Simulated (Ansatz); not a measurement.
**C3H2F2N2 (SMILES Fc1cc(F)[nH]n1): density, localisation and related maps**

```yaml
atoms:
  - { symbol: C, position_ang: [-1.4028, 0.5260, -0.4456] }
  - { symbol: C, position_ang: [-1.5983, -0.6729, 0.2923] }
  - { symbol: C, position_ang: [-0.5642, -0.6033, 1.2165] }
  - { symbol: F, position_ang: [-2.1467, 0.9382, -1.4662] }
  - { symbol: F, position_ang: [-0.2083, -1.4308, 2.1898] }
  - { symbol: N, position_ang: [0.1329, 0.5426, 0.9937] }
  - { symbol: N, position_ang: [-0.3757, 1.2609, -0.0400] }
  - { symbol: H, position_ang: [-2.3571, -1.4498, 0.1729] }
  - { symbol: H, position_ang: [0.9488, 0.8805, 1.5050] }
```

Geometry: PBE-D3(BJ)/def2-SVP.

Level of theory: isolated molecule in a Gaussian basis; Kohn-Sham density functional theory, functional PBE0 in Ansatz.

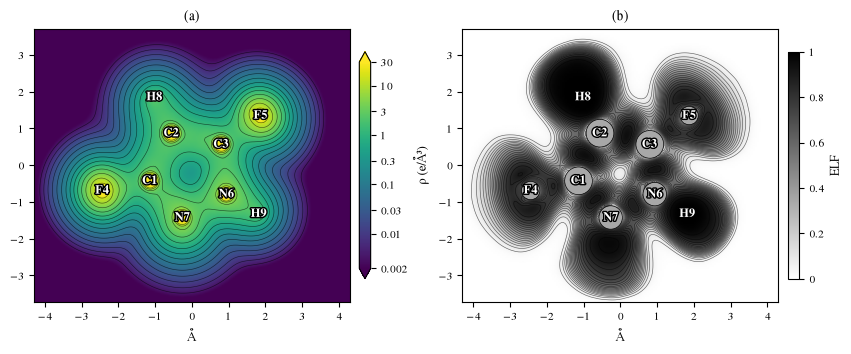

Figure 1. (a) electron density; (b) ELF on the molecular plane. Grey discs cover the atomic cores in the ELF map.

> Read the bonding off the picture.

- The section cuts through C, F, N and H sites.
- C–F (1.33 Å): ρ at the midpoint is about 2.4 e/Å³; the ELF peaks at about 0.85 between the atoms (a polar covalent bond).
- C–N (1.33 Å): ρ at the midpoint is about 2.6 e/Å³; the ELF peaks at about 0.90 between the atoms (localised, covalent bonding).
- N–N (1.36 Å): ρ at the midpoint is about 2.4 e/Å³; the ELF peaks at about 0.90 between the atoms, as expected for a covalent bond.
- C–C (1.39 Å): the density is about 2.1 e/Å³ at the midpoint; the ELF peaks at about 0.95 between the atoms; localised, covalent bonding.
- N–H (1.02 Å): ρ is about 2.9 e/Å³ halfway; the ELF climbs to about 1 towards the hydrogen, as it does in any bond to H: an ordinary covalent bond to hydrogen.
- The ELF also peaks beside N7, F4 and F5, away from the bonds: lone-pair regions.

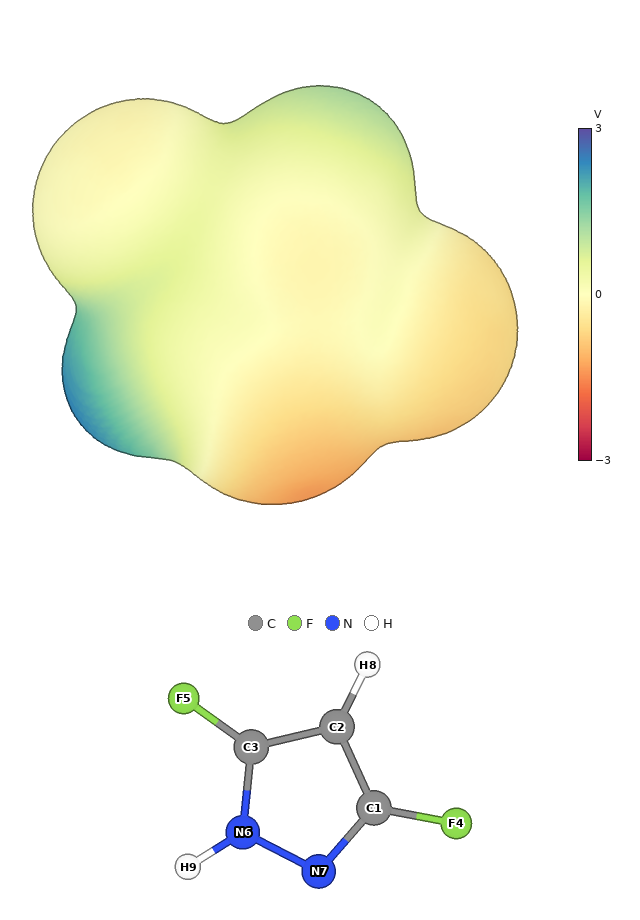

Figure 2. The electrostatic potential painted on the density surface at 0.001 e/bohr³, seen across its widest extent; red is negative and blue positive. The bare structure is drawn below in the same view.

> Where is the surface potential most negative and most positive?

The most negative region (about −1.3 V) lies over N7, the most positive (about +2.4 V) over H9. N7 is the likeliest acceptor of a hydrogen bond.

> What dipole moment does the calculation give?

Its dipole moment is 2.44 D.

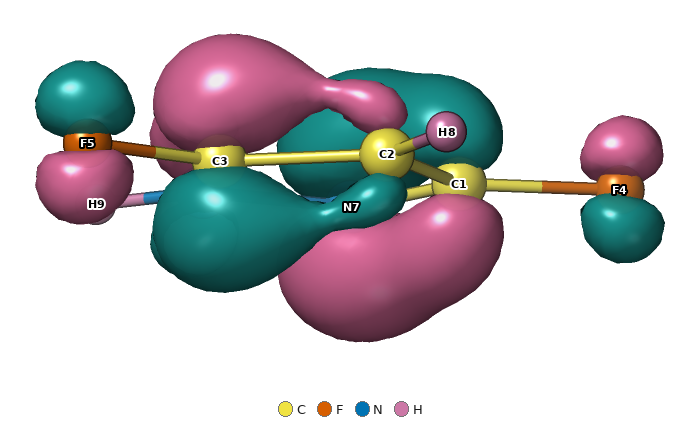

Figure 3. The HOMO at ±0.2 Å⁻³ᐟ² (teal and pink are the two phases), seen from one side.

> What is the character of this orbital?

It lies mainly on N7 (about 35 %), C3 (about 20 %), C1 (about 15 %), N6 (about 10 %), C2 (about 10 %) and F5 (about 10 %); it changes sign across the molecular plane (π type); π-bonding across C1–N7, C2–C3 and C3–N6; π-antibonding (a node) across C1–C2 and C3–F5. Its energy is −7.62 eV.

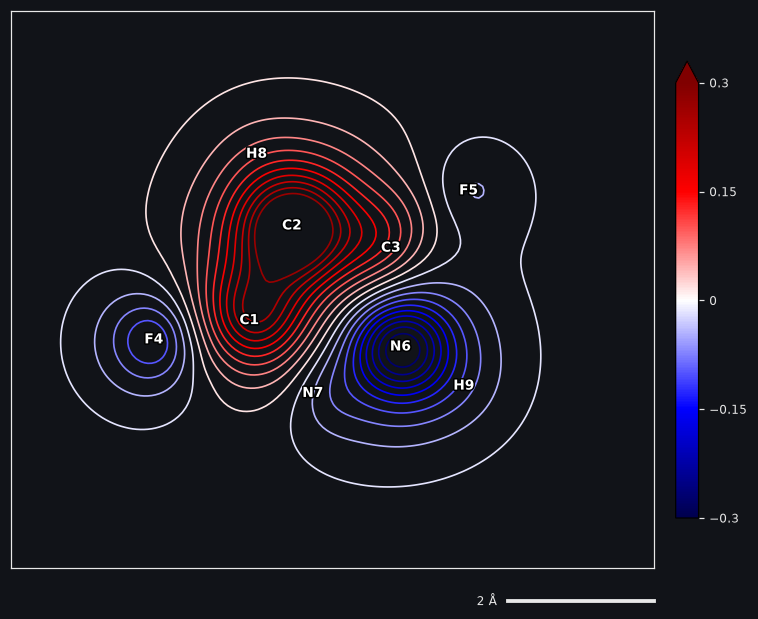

Figure 4. The HOMO−1 on a plane 0.8 Å above the molecular plane (values in Å⁻³ᐟ²; the overall sign is arbitrary).

> Where does this orbital lie, and at what energy?

It lies mainly on C2 (about 35 %), N6 (about 20 %), C1 (about 15 %), C3 (about 10 %) and F4 (about 5 %); it changes sign across the molecular plane (π type); π-bonding across C1–C2; π-antibonding (a node) across C3–N6. Its energy is −7.98 eV.
